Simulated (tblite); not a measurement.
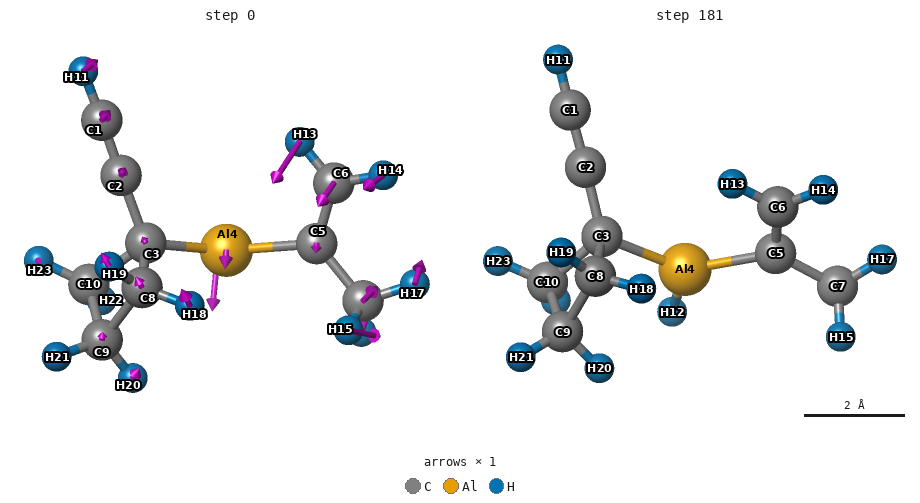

The structure of C9H13Al before (left) and after (right) a relaxation, at one scale. The purple arrows give the displacements, at their true length.

Style: ball-and-stick. Shown face on.

The calculation used tblite, GFN2-xTB geometry optimisation, gas phase. 

Summarise the run.

The largest move after the best rigid fit is that of an H atom, 1.42 Å. Largest moves by element: H 1.42 Å, C 0.83 Å, Al 0.41 Å. Some distances before and after: Al–C 1.968 → 2.029 Å, C–C 1.507 → 1.557 Å, Al–H 1.591 → 1.555 Å, C–C 1.468 → 1.436 Å. Among the angles between lasting bonds that change: Al–C–C 116.5° → 107.1°, Al–C–C 111.4° → 102.3°, H–C–H 117.4° → 109.2°. Groups turn about Al–C by about 65°, Al–C by about 20°. The energy falls by 59.5 kJ/mol in 181 geometry steps.
